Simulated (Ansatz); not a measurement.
**HO2 (hydroperoxy) at 6 levels**

We compute a comparison of 6 runs (UHF/STO-3G, U-revPBE/STO-3G, U-wB97X/STO-3G, UBHLYP/STO-3G, UCCSD/STO-3G, UCCSD(T)/STO-3G) of HO2 (hydroperoxy). 

Program for the calculation: Ansatz 0.2.0.

51 further runs of the same task are left out: 16 that didn't finish, 35 set aside as unsound or not needed.

## 1. The structure to begin with

HO2: 3 atoms, total charge 0, spin state doublet. SMILES: `[O]O`. The O2–O1 distance was set to 1.954 Å, away from the relaxed value. At this shape a bond of the SMILES string is far longer than usual.

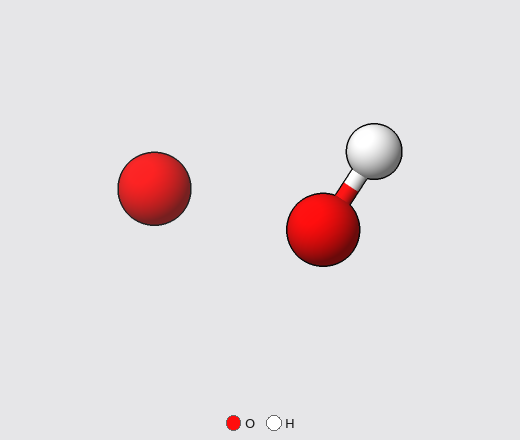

Viewed from a chosen angle; oxygen red, hydrogen white.

## 2. The energy at UHF/STO-3G (run 1)

File input.yaml:

```yaml
crystal:
  periodic: [false, false, false]
  atoms:
    - {symbol: O, position_ang: [-0.429789, 1.594586, -0.057028]}
    - {symbol: O, position_ang: [-0.239810, -0.346560, -0.168450]}
    - {symbol: H, position_ang: [0.606270, -0.600950, 0.262620]}
basis:
  gaussian:
    orbitals: STO-3G
magnetization:
  spin_polarized: true
  initial_magnetization: 1
hamiltonian:
  xc: hf
accuracy: high
```

Started as:

```
ansatz run input.yaml --threads 1 --pin off --max-ram 2610MiB --events-out events.jsonl --progress --plain --runs-dir runs
```

The program printed:

```text
Warning: RAYON_NUM_THREADS=1 ignored (pool sized by the plan → 1); use --threads N
Functional definition: HF
  name "HF"
  exchange = exact_x
  correlation = 0
167 factors; integrals over basis functions are off by at most 4.9e-8 eV
mean field evaluation 1: about -4025.1947 eV, gradient 9.5e0 eV
mean field evaluation 2: about -4025.2263 eV, gradient 9.6e0 eV
mean field evaluation 4: about -4027.2054 eV, gradient 4.2e0 eV
mean field evaluation 8: about -4027.6115 eV, gradient 1.2e-1 eV
mean field evaluation 16: about -4031.8592 eV, gradient 8.7e-2 eV
mean field evaluation 32: about -4031.8593 eV, gradient 2.4e-4 eV
mean field evaluation 64: about -4031.8290 eV, gradient 4.6e-2 eV
mean field evaluation 96: about -4031.5683 eV, gradient 6.7e-1 eV
mean field evaluation 128: about -4031.8325 eV, gradient 2.2e-2 eV
mean field evaluation 160: about -4028.4553 eV, gradient 7.5e0 eV
mean field evaluation 192: about -4027.5701 eV, gradient 1.1e-1 eV
mean field evaluation 224: about -4017.9853 eV, gradient 1.8e1 eV
mean field evaluation 256: about -4021.4933 eV, gradient 1.9e1 eV
mean field -4031.85929208 eV, -148.1680960915 hartree, gradient 1.4e-8 eV, S^2 1.662461; 12 other end points of the search recorded, 0 dependent functions left out
reference -4031.85929208 eV, -148.1680960915 hartree; 9, 8 occupied and 2, 3 virtual orbitals, 167 factors
Total energy: -4031.85929208 eV, -148.1680960915 hartree
```

Run time: 0.2 s. Hardware: 1 thread of Arm Neoverse V2, shared host.

## 3. The energy at U-revPBE/STO-3G (run 2)

Changes to input.yaml since step 2:

```diff
@@ -9,2 +9,3 @@
     orbitals: STO-3G
+accuracy: high
 magnetization:
@@ -13,3 +14,2 @@
 hamiltonian:
-  xc: hf
-accuracy: high
+  xc: {name: revPBE}
```

Started as:

```
ansatz run input.yaml --threads 1 --pin off --max-ram 2610MiB --events-out events.jsonl --progress --plain --runs-dir runs
```

The program printed, shortened:

```text
Warning: RAYON_NUM_THREADS=1 ignored (pool sized by the plan → 1); use --threads N
Functional definition: revPBE
  name "revPBE"
[...]
167 factors; integrals over basis functions are off by at most 4.9e-8 eV
[...]
mean field -4046.54319552 eV, -148.7077195898 hartree, gradient 6.1e-8 eV, S^2 1.110960; 13 other end points of the search recorded, 0 dependent functions left out
reference -4046.54319691 eV, -148.7077196410 hartree; 9, 8 occupied and 2, 3 virtual orbitals, 167 factors
Total energy: -4046.54319691 eV, -148.7077196410 hartree
```

Wall time 3.9 s (1 thread of Arm Neoverse V2, shared host); peak memory 0.091 GiB.

Runs 3 to 5 aren't shown in full; the table further down has their settings and results.

## 4. A single-point energy at UCCSD(T)/STO-3G (run 6)

File in.yaml:

```yaml
crystal:
  periodic: [false, false, false]
  atoms:
    - {symbol: O, position_ang: [-0.429789, 1.594586, -0.057028]}
    - {symbol: O, position_ang: [-0.239810, -0.346560, -0.168450]}
    - {symbol: H, position_ang: [0.606270, -0.600950, 0.262620]}
basis:
  gaussian:
    orbitals: STO-3G
magnetization:
  spin_polarized: true
  initial_magnetization: 1
correlation:
  method: ccsd_t
  frozen_orbitals: {H: 0, O: 1}
scf:
  omitted_lower_state_checks: [cluster_reference, increment]
accuracy: high
```

Started as:

```
ansatz run in.yaml --threads 1 --pin off --max-ram 2610MiB --events-out events.jsonl --progress --plain --runs-dir runs
```

The program printed:

```text
Warning: RAYON_NUM_THREADS=1 ignored (pool sized by the plan → 1); use --threads N
[... 20 lines left out ...]
2 core orbitals not correlated: weight in the atoms' cores, before any rotation towards them, 1.000 or more for the frozen orbitals, at most 0.000 for the correlated occupied ones
[... 77 lines left out ...]
Total energy: -4033.01966730 eV, -148.2107390945 hartree
Checks for a lower state left out: cluster_reference, increment
```

Run time: 0.38 s. Hardware: 1 thread of Arm Neoverse V2, shared host.

## 5. The series

| run | level | frozen core orbitals | energy (Eh) | ⟨S²⟩ | wall time |
| --- | --- | --- | --- | --- | --- |
| 1 | UHF/STO-3G | – | -148.168096 | 1.662 | 0.2 s |
| 2 | U-revPBE/STO-3G | – | -148.707720 | 1.111 | 3.9 s |
| 3 | U-wB97X/STO-3G | – | -148.716763 | 1.439 | 14 s |
| 4 | UBHLYP/STO-3G | – | -148.699981 | 1.543 | 2.7 s |
| 5 | UCCSD/STO-3G | 2 | -148.210316 | 1.662 | 0.38 s |
| 6 | UCCSD(T)/STO-3G | 2 | -148.210739 | 1.662 | 0.38 s |

## 6. Outcome

```
                                          quantity          value
                               run 6: total energy  -148.21074 Eh
run 6: correlation energy (2 core orbitals frozen)      -42.6 mEh
                             run 6: (T) correction      -0.42 mEh
          run 6: ⟨S²⟩ of the reference determinant          1.662
                              run 6: T1 diagnostic          0.049
```

**Reading.** Below the UHF energy at the same shape and in the same basis (STO-3G): UCCSD -42.2 mEh; UCCSD(T) -42.6 mEh. Totals of different functionals can't be ranked against each other. In runs 1, 2, 3, 4, 5, 6 the basis is minimal, so the values are rough. Spin contamination of the reference: run 1 ⟨S²⟩ = 1.66, run 5 ⟨S²⟩ = 1.66, run 6 ⟨S²⟩ = 1.66, run 4 ⟨S²⟩ = 1.54, run 3 ⟨S²⟩ = 1.44, run 2 ⟨S²⟩ = 1.11. Where it is this large, the reference is a mixture of spin states, and values that rest on it are in doubt. All runs together took 21 s, the longest 14 s.
